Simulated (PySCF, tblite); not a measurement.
# C5H12O3SSi: geometry, infrared bands and NMR shifts

Aim: predict the infrared bands and NMR shifts of C5H12O3SSi (`CS[SiH2]OC(C)(C)C(=O)O`).

Computed with tblite 0.8.0 and PySCF 2.14.0, with density-fitted response routines of our own, on a single molecule in the gas phase. Atoms are numbered from 0 throughout.

## 1. The starting structure

22 atoms, charge 0, multiplicity 1; geometry from: force field or distance geometry start.

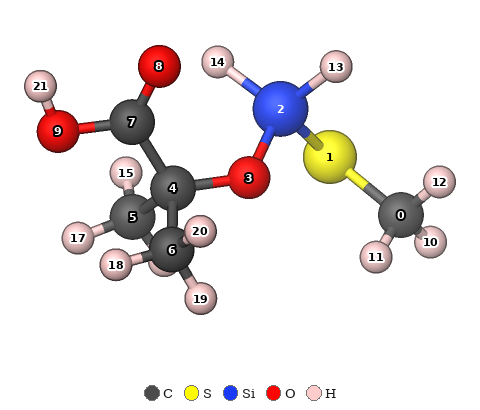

The starting geometry (carbon dark grey, sulfur yellow, silicon blue, oxygen red, hydrogen pink), atoms numbered.

## 2. Optimising the geometry with GFN2-xTB

The job: settings as JSON, then the geometry in Å.

```
{"job": {"kind": "relax", "xc": "GFN2-xTB", "basis": "xTB"}, "charge": 0, "multiplicity": 1}
C      3.747500     0.010700     0.363300
S      2.799300     1.393700    -0.346800
Si     1.007400     1.372400     0.819200
O      0.314600    -0.118600     0.599000
C     -0.962000    -0.318000    -0.005900
C     -0.860500    -0.081300    -1.533600
C     -1.282700    -1.799500     0.220600
C     -2.140500     0.485700     0.596600
O     -2.140100     1.101900     1.643700
O     -3.281300     0.417100    -0.137500
H      4.698000    -0.066500    -0.151300
H      3.197700    -0.932900     0.233200
H      3.925100     0.177100     1.438900
H      1.345100     1.585000     2.238000
H      0.094800     2.434600     0.285900
H     -0.759700     0.987100    -1.749400
H      0.026100    -0.580500    -1.943500
H     -1.742500    -0.449100    -2.063900
H     -2.230600    -2.096800    -0.233700
H     -0.482000    -2.443100    -0.163800
H     -1.357900    -2.008600     1.302300
H     -3.926200     0.949000     0.372800
```

Started as:

```console
OMP_NUM_THREADS=1 python probes_run.py task.json out
```

One launch serves the whole session: the jobs run in the order shown.

Log:

```text
step      E/eV     max force
  0    -927.43741    1.440
  1    -927.53648    1.263
  2    -927.59949    0.932
  3    -927.63523    0.652
  4    -927.66698    0.543
  5    -927.68586    0.371
  6    -927.69901    0.307
  7    -927.70825    0.232
  8    -927.71724    0.272
  9    -927.72469    0.224
 10    -927.73037    0.198
 11    -927.73539    0.187
 12    -927.74117    0.209
 13    -927.74717    0.226
 14    -927.75164    0.139
 15    -927.75471    0.144
 16    -927.75779    0.159
 17    -927.76148    0.213
 18    -927.76525    0.169
 19    -927.76848    0.122
 20    -927.77160    0.141
 21    -927.77564    0.189
 22    -927.78120    0.260
 23    -927.78715    0.227
 24    -927.79215    0.154
 25    -927.79649    0.163
 26    -927.80043    0.258
 27    -927.80332    0.295
 28    -927.80689    0.122
 29    -927.80950    0.101
 30    -927.81148    0.098
 31    -927.81308    0.101
 32    -927.81458    0.085
 33    -927.81587    0.083
 34    -927.81719    0.087
 35    -927.81847    0.083
 36    -927.81961    0.084
 37    -927.82070    0.084
 38    -927.82209    0.091
 39    -927.82402    0.108
 40    -927.82665    0.134
 41    -927.83022    0.188
 42    -927.83517    0.256
 43    -927.84165    0.293
 44    -927.84777    0.242
 45    -927.85229    0.186
 46    -927.85580    0.153
 47    -927.85900    0.181
 48    -927.86238    0.211
 49    -927.86468    0.220
 50    -927.86711    0.107
 51    -927.86865    0.086
 52    -927.86997    0.106
 53    -927.87185    0.124
 54    -927.87386    0.107
 55    -927.87617    0.101
 56    -927.87882    0.130
 57    -927.88165    0.144
 58    -927.88418    0.122
 59    -927.88636    0.103
 60    -927.88857    0.116
 61    -927.89086    0.140
 62    -927.89274    0.111
 63    -927.89404    0.071
 64    -927.89500    0.062
 65    -927.89591    0.080
 66    -927.89671    0.074
 67    -927.89736    0.055
 68    -927.89804    0.063
 69    -927.89898    0.089
 70    -927.90017    0.102
 71    -927.90139    0.088
 72    -927.90246    0.076
 73    -927.90348    0.072
 74    -927.90459    0.073
 75    -927.90574    0.067
 76    -927.90675    0.082
 77    -927.90760    0.085
 78    -927.90844    0.076
 79    -927.90933    0.063
 80    -927.91022    0.066
 81    -927.91106    0.071
 82    -927.91185    0.072
 83    -927.91262    0.068
 84    -927.91341    0.064
 85    -927.91426    0.070
 86    -927.91516    0.080
 87    -927.91600    0.065
 88    -927.91669    0.069
 89    -927.91732    0.063
 90    -927.91825    0.069
 91    -927.91908    0.103
 92    -927.92045    0.096
 93    -927.92156    0.079
 94    -927.92237    0.064
 95    -927.92294    0.050
 96    -927.92355    0.059
 97    -927.92425    0.065
 98    -927.92467    0.055
 99    -927.92491    0.035
100    -927.92509    0.038
101    -927.92532    0.052
102    -927.92564    0.054
103    -927.92599    0.040
104    -927.92624    0.037
105    -927.92647    0.031
106    -927.92670    0.038
107    -927.92694    0.034
108    -927.92712    0.026
109    -927.92721    0.023
110    -927.92727    0.017
111    -927.92734    0.021
112    -927.92742    0.025
113    -927.92752    0.022
114    -927.92765    0.028
115    -927.92780    0.026
116    -927.92797    0.030
117    -927.92815    0.037
118    -927.92834    0.031
119    -927.92852    0.035
120    -927.92870    0.031
121    -927.92886    0.028
122    -927.92900    0.025
123    -927.92910    0.024
124    -927.92916    0.019
125    -927.92921    0.016
126    -927.92927    0.015
127    -927.92933    0.018
128    -927.92940    0.016
129    -927.92947    0.019
130    -927.92955    0.021
131    -927.92964    0.020
132    -927.92972    0.019
133    -927.92977    0.013
134    -927.92980    0.013
135    -927.92984    0.014
136    -927.92989    0.017
137    -927.92995    0.023
138    -927.93001    0.019
139    -927.93005    0.018
140    -927.93009    0.016
141    -927.93013    0.016
142    -927.93017    0.020
143    -927.93020    0.018
144    -927.93025    0.014
145    -927.93030    0.016
146    -927.93036    0.016
147    -927.93042    0.017
148    -927.93047    0.014
149    -927.93051    0.017
150    -927.93055    0.015
151    -927.93058    0.012
152    -927.93060    0.014
153    -927.93063    0.017
154    -927.93066    0.015
155    -927.93069    0.010
156    -927.93072    0.008
```

Run time: 2.7 s. Hardware: 1 thread of Arm Neoverse N1, shared host.

Along the way: (not every step is listed)

| step | energy from step 0 (eV) | largest force (eV/Å) |
| --- | --- | --- |
| 0 | 0.0000 | 1.4404 |
| 1 | -0.0991 | 1.2628 |
| 2 | -0.1621 | 0.9316 |
| 3 | -0.1978 | 0.6521 |
| 4 | -0.2296 | 0.5430 |
| 5 | -0.2485 | 0.3714 |
| 6 | -0.2616 | 0.3074 |
| 7 | -0.2708 | 0.2318 |
| 8 | -0.2798 | 0.2717 |
| 22 | -0.3438 | 0.2603 |
| 36 | -0.3822 | 0.0836 |
| 50 | -0.4297 | 0.1070 |
| 64 | -0.4576 | 0.0624 |
| 78 | -0.4710 | 0.0759 |
| 92 | -0.4830 | 0.0962 |
| 106 | -0.4893 | 0.0380 |
| 120 | -0.4913 | 0.0307 |
| 134 | -0.4924 | 0.0135 |
| 148 | -0.4931 | 0.0137 |
| 151 | -0.4932 | 0.0121 |
| 152 | -0.4932 | 0.0139 |
| 153 | -0.4932 | 0.0172 |
| 154 | -0.4932 | 0.0147 |
| 155 | -0.4933 | 0.0105 |
| 156 | -0.4933 | 0.0081 |

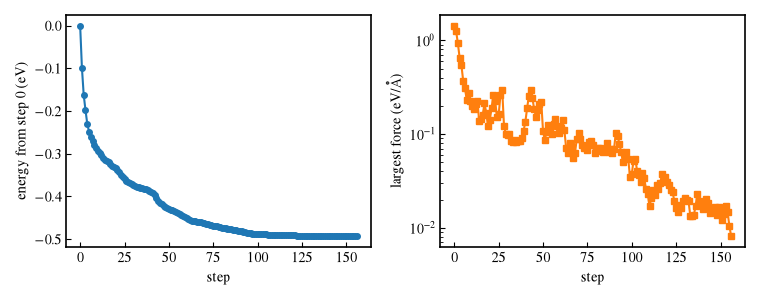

Energy and force, step by step.

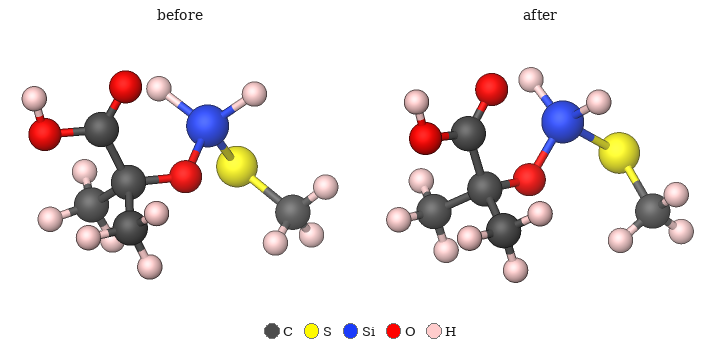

The geometry before (left) and after (right).

Distances of close pairs at the start and the end, largest changes first:

| bond | before (Å) | after (Å) | change (Å) |
| --- | --- | --- | --- |
| Si2–H14 | 1.499 | 1.450 | -0.048 |
| O3–C4 | 1.427 | 1.389 | -0.038 |
| Si2–O3 | 1.659 | 1.623 | -0.036 |
| C7–O9 | 1.358 | 1.326 | -0.032 |
| C4–C7 | 1.548 | 1.517 | -0.032 |
| C0–H12 | 1.103 | 1.086 | -0.017 |
| C6–H20 | 1.104 | 1.088 | -0.016 |
| C4–C5 | 1.549 | 1.534 | -0.016 |

The next job starts from the end point, and lists it.

## 3. Vibrational analysis with GFN2-xTB

The job: settings as JSON, then the geometry in Å.

```
{"job": {"kind": "ir", "xc": "GFN2-xTB", "basis": "xTB"}, "charge": 0, "multiplicity": 1}
C      3.456370    -0.157670     0.669918
S      3.000153     1.554161     0.250807
Si     0.909923     1.543178     0.748849
O      0.412990     0.270867    -0.128029
C     -0.859770    -0.255621    -0.306435
C     -1.229542    -0.183190    -1.793068
C     -0.882462    -1.701515     0.205096
C     -1.863839     0.558544     0.487254
O     -1.560755     1.504043     1.167830
O     -3.113200     0.131431     0.363736
H      4.500818    -0.283983     0.407434
H      2.839038    -0.839925     0.095674
H      3.317156    -0.319438     1.734520
H      0.848135     1.293935     2.184333
H      0.491950     2.850303     0.280246
H     -1.215893     0.852809    -2.123681
H     -0.491771    -0.737477    -2.367048
H     -2.215845    -0.606172    -1.959812
H     -1.872719    -2.130596     0.084331
H     -0.162136    -2.287334    -0.359881
H     -0.602261    -1.723715     1.256066
H     -3.716751     0.686750     0.885908
```

Log:

```text
mode    cm-1     km/mol
  1      24.6      1.85
  2      45.2      0.38
  3      55.6      1.79
  4      95.5      2.00
  5     107.3      4.55
  6     129.2     15.36
  7     148.9     11.25
  8     171.3      0.08
  9     212.8      2.34
 10     215.3      0.17
 11     221.5      1.28
 12     265.0      0.64
 13     311.1      2.05
 14     356.6     11.40
 15     405.3      0.47
 16     498.2     67.59
 17     516.3     84.08
 18     534.6     83.77
 19     594.3     52.70
 20     618.2    133.14
 21     707.9     27.39
 22     718.3     15.58
 23     726.0    119.78
 24     731.4     89.92
 25     742.7     51.79
 26     805.6    394.33
 27     815.7     25.54
 28     940.4      9.55
 29     944.1      4.75
 30     953.2      1.09
 31     956.3      0.62
 32    1004.8      0.95
 33    1059.9     93.89
 34    1143.0    362.32
 35    1172.4     10.28
 36    1184.0     70.85
 37    1211.6     99.06
 38    1280.6     83.52
 39    1310.8      2.99
 40    1379.8     11.91
 41    1396.7      4.27
 42    1457.0      4.35
 43    1460.4      3.12
 44    1461.4      5.44
 45    1474.4      8.71
 46    1477.8      1.76
 47    1489.6      9.00
 48    1776.8    481.87
 49    2279.1    245.43
 50    2359.1    192.06
 51    3023.2     11.42
 52    3036.0     16.03
 53    3040.1      8.39
 54    3040.3     10.19
 55    3045.4      8.64
 56    3048.2     13.16
 57    3051.4      0.91
 58    3055.5     37.33
 59    3060.2      4.57
 60    3410.3     49.98
```

Run time: 1.9 s. Hardware: 1 thread of Arm Neoverse N1, shared host.

The strongest bands and the atoms that carry them (share of the mass-weighted mode):

| cm⁻¹ | km/mol | atoms |
| --- | --- | --- |
| 618 | 133.1 | H21 73 %, C7 11 % |
| 726 | 119.8 | H13 36 %, H14 29 %, C0 11 % |
| 806 | 394.3 | H14 43 %, H13 36 % |
| 1143 | 362.3 | H21 41 %, O9 35 %, O8 10 % |
| 1212 | 99.1 | C4 53 %, O3 15 % |
| 1777 | 481.9 | C7 63 %, O8 35 % |
| 2279 | 245.4 | H13 96 % |
| 2359 | 192.1 | H14 96 % |

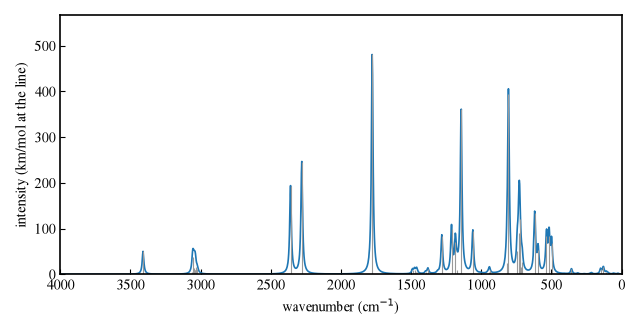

The infrared spectrum from these modes, unscaled. Lines are broadened to a width of 14 cm⁻¹ (Lorentzian).

## 4. Nuclear shieldings: PBE0/pcSseg-1

The job, as its differences from that of step 3:

```diff
@@ -1,2 +1,2 @@
-{"job": {"kind": "ir", "xc": "GFN2-xTB", "basis": "xTB"}, "charge": 0, "multiplicity": 1}
+{"job": {"kind": "nmr", "xc": "PBE0", "basis": "pcSseg-1"}, "charge": 0, "multiplicity": 1}
 C      3.456370    -0.157670     0.669918
```

Level: GIAO PBE0/pcSseg-1 NMR shielding, non-relativistic, gas phase.

Log:

```text
coarse grid: 19376 points
cycle   1  E = -1110.0676928862  dE =  1.483e+00  |g| = 1.101e+00  |ddm| = 4.158e+00
cycle   2  E = -1109.7078658839  dE =  3.598e-01  |g| = 1.806e+00  |ddm| = 2.090e+00
cycle   3  E = -1110.2768918920  dE = -5.690e-01  |g| = 2.847e-01  |ddm| = 1.438e+00
cycle   4  E = -1110.2910915199  dE = -1.420e-02  |g| = 9.661e-02  |ddm| = 2.517e-01
cycle   5  E = -1110.2925870785  dE = -1.496e-03  |g| = 2.792e-02  |ddm| = 7.378e-02
cycle   6  E = -1110.2927447477  dE = -1.577e-04  |g| = 6.126e-03  |ddm| = 2.689e-02
cycle   7  E = -1110.2927512524  dE = -6.505e-06  |g| = 2.118e-03  |ddm| = 5.901e-03
final grid: 177800 points
cycle   8  E = -1110.3844877639  dE = -4.119e-05  |g| = 1.554e-02  |ddm| = 3.697e-02
cycle   9  E = -1110.3844244854  dE =  6.328e-05  |g| = 2.418e-02  |ddm| = 2.750e-02
cycle  10  E = -1110.3845323643  dE = -1.079e-04  |g| = 3.210e-03  |ddm| = 1.750e-02
cycle  11  E = -1110.3845342891  dE = -1.925e-06  |g| = 4.960e-04  |ddm| = 2.269e-03
cycle  12  E = -1110.3845343269  dE = -3.780e-08  |g| = 1.864e-04  |ddm| = 4.762e-04
cycle  13  E = -1110.3845343336  dE = -6.723e-09  |g| = 4.629e-05  |ddm| = 1.950e-04
cycle  14  E = -1110.3845343341  dE = -4.898e-10  |g| = 1.408e-05  |ddm| = 6.154e-05
converged SCF energy = -1110.3845343341

GIAO shielding tensors (ppm)
atom      isotropic    diamagn.    paramagn.     s11        s22        s33       span
  0 C      173.739     251.844     -78.105    164.515    166.852    189.850     25.335
  1 S      648.049    1058.893    -410.844    565.634    628.244    750.270    184.636
  2 Si     382.138     879.557    -497.419    335.735    379.290    431.391     95.656
  3 O      271.619     402.267    -130.648    240.899    281.127    292.833     51.934
  4 C      111.218     238.769    -127.551     87.719     98.681    147.254     59.535
  5 C      156.498     246.776     -90.279    133.964    150.126    185.403     51.438
  6 C      157.067     247.703     -90.635    135.571    150.033    185.598     50.027
  7 C       -0.255     257.129    -257.384   -100.502     25.141     74.597    175.100
  8 O      -76.044     406.102    -482.146   -300.305   -201.902    274.074    574.379
  9 O      140.201     390.212    -250.011     -2.324    183.638    239.289    241.613
 10 H       29.749      28.908       0.841     23.935     26.930     38.382     14.447
 11 H       29.422      33.497      -4.075     22.487     29.908     35.871     13.384
 12 H       29.833      30.849      -1.015     25.292     27.045     37.162     11.871
 13 H       25.989      30.849      -4.860     20.556     26.512     30.899     10.343
 14 H       26.337      29.941      -3.603     21.420     25.983     31.609     10.189
 15 H       30.121      29.995       0.126     26.506     28.292     35.564      9.057
 16 H       30.072      30.047       0.025     26.695     28.372     35.149      8.454
 17 H       30.153      29.789       0.364     25.844     28.474     36.140     10.296
 18 H       30.128      30.342      -0.214     25.799     28.508     36.079     10.280
 19 H       30.105      30.722      -0.617     26.970     28.401     34.945      7.975
 20 H       30.237      31.045      -0.809     26.669     28.571     35.471      8.802
 21 H       25.219      29.360      -4.140     19.990     21.316     34.351     14.362
```

It took 92 s on 1 thread of Arm Neoverse N1, shared host; peak memory 1.1 GiB.

Shifts follow as δ = σ(reference) − σ, with reference shieldings (ppm) from runs at the same level and on the same kind of geometry: 1H TMS 31.72, 13C TMS 186.9, 29Si TMS 349.2, 17O H2O 336.1, 33S CS2 504. The references are single molecules in the gas phase, so shifts against H2O, NH3, PH3, H3PO4 or CFCl3 are not on the usual liquid scales and can be off by tens of ppm. Atoms listed in one row are averaged.

| atoms | environment | σ (ppm) | δ (ppm) | δ scaled to CDCl3 |
| --- | --- | --- | --- | --- |
| C7 | carboxylic acid carbon | -0.3 | 187.2 | 180.8 |
| C4 | fully substituted sp3 carbon bonded to O, α to a carbonyl | 111.2 | 75.7 | 72.0 |
| C5, C6 | methyl carbon | 156.8 | 30.1 | 27.5 |
| C0 | methyl carbon bonded to S | 173.7 | 13.2 | 6.5 |
| H21 | hydrogen on an acid hydroxyl oxygen | 25.22 | 6.50 | – |
| H13, H14 | hydrogen on a silicon bonded to O, S | 26.16 | 5.55 | – |
| H10, H11, H12 | hydrogen on a methyl carbon bonded to S | 29.67 | 2.05 | 2.04 |
| H15, H16, H17, H18, H19, H20 | hydrogen on a methyl carbon | 30.14 | 1.58 | 1.60 |
| S1 | sulfur bonded to C, Si | 648 | -144 | – |
| Si2 | silicon bonded to O, S, 2 H | 382.1 | -33.0 | – |
| O8 | carbonyl oxygen | -76.0 | 412.1 | – |
| O9 | acid hydroxyl oxygen | 140.2 | 195.9 | – |
| O3 | oxygen bonded to C, Si | 271.6 | 64.5 | – |

The scaled column applies a straight-line fit of computed shieldings to shifts measured in CDCl3, with any fitted terms for Cl, Br or S neighbours (root-mean-square error 0.16 ppm for H, 1.9 ppm for C).

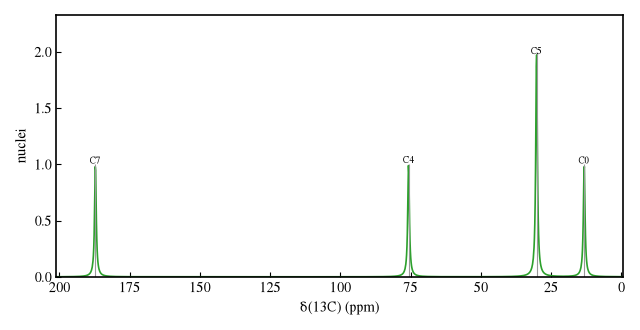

13C lines at the computed shifts, without couplings. Lines are broadened to a width of 0.70 ppm (Lorentzian).

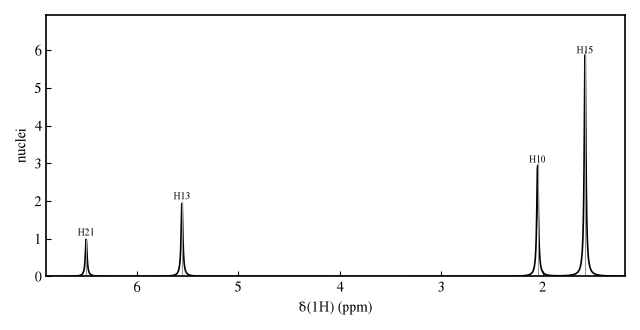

1H lines at the computed shifts, without couplings. Lines are broadened to a width of 0.02 ppm (Lorentzian).

The run also stored atomic charges by several schemes (e):

| atoms | Mulliken | IAO | Hirshfeld | ESP fit |
| --- | --- | --- | --- | --- |
| C0 | -0.40 | -0.50 | -0.12 | -0.36 |
| S1 | -0.35 | -0.22 | -0.14 | -0.33 |
| Si2 | 0.82 | 0.92 | 0.32 | 0.38 |
| O3 | -0.62 | -0.64 | -0.20 | -0.45 |
| C4 | -0.16 | 0.20 | 0.09 | 0.74 |
| C5, C6 | -0.15 | -0.43 | -0.12 | -0.60 |
| C7 | 0.53 | 0.52 | 0.23 | 0.57 |
| O8 | -0.43 | -0.44 | -0.20 | -0.51 |
| O9 | -0.35 | -0.46 | -0.14 | -0.61 |

IAO charges:

C0 -0.50; S1 -0.22; Si2 0.92; O3 -0.64; C4 0.20; C5 -0.43; C6 -0.43; C7 0.52; O8 -0.44; O9 -0.46; H10 0.17; H11 0.15; H12 0.15; H13 -0.16; H14 -0.14; H15 0.15; H16 0.16; H17 0.15; H18 0.15; H19 0.16; H20 0.15; H21 0.38

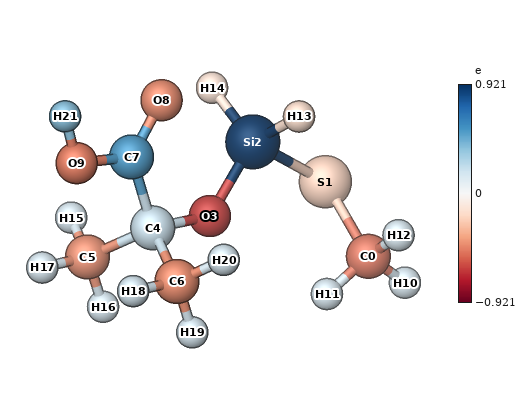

IAO charges, as colours on the atoms.

Mayer bond orders: C0–S1 1.00, S1–Si2 0.95, Si2–O3 0.91, O3–C4 0.87, C4–C5 1.00, C4–C6 0.99, C4–C7 0.93, C7–O8 1.83, C7–O9 1.16.

## 5. What came out

| quantity | value |
| --- | --- |
| strongest single infrared mode (GFN2-xTB) | 1777 cm⁻¹, 482 km/mol |
| zero-point energy (GFN2-xTB) | 104.0 kcal/mol |
| 13C shifts against TMS (PBE0/pcSseg-1, means over atoms taken as alike) | 187.2, 75.7, 30.1, 13.2 ppm |
| 1H shifts against TMS (PBE0/pcSseg-1, means over atoms taken as alike) | 6.50, 5.55, 2.05, 1.58 ppm |
| 33S shifts against CS2 (PBE0/pcSseg-1) | -144 ppm |
| 29Si shifts against TMS (PBE0/pcSseg-1) | -33.0 ppm |
| 17O shifts against H2O (PBE0/pcSseg-1) | 412.1, 195.9, 64.5 ppm |

**Reading.** The optimisation took 156 steps and gained 0.493 eV; among the close pairs (by a distance rule), Si2–H14 changed most, from 1.499 to 1.450 Å. No mode is imaginary among the 60: a minimum at this level. The strongest single mode, at 1777 cm⁻¹, moves mainly C7 and O8. GFN2-xTB is a fitted tight-binding method: band positions and strengths are rough. Its intensities can rank the bands wrongly. At PBE0/pcSseg-1: Shielding is most anisotropic at O8 (span 574 ppm, paramagnetic term -482 ppm).
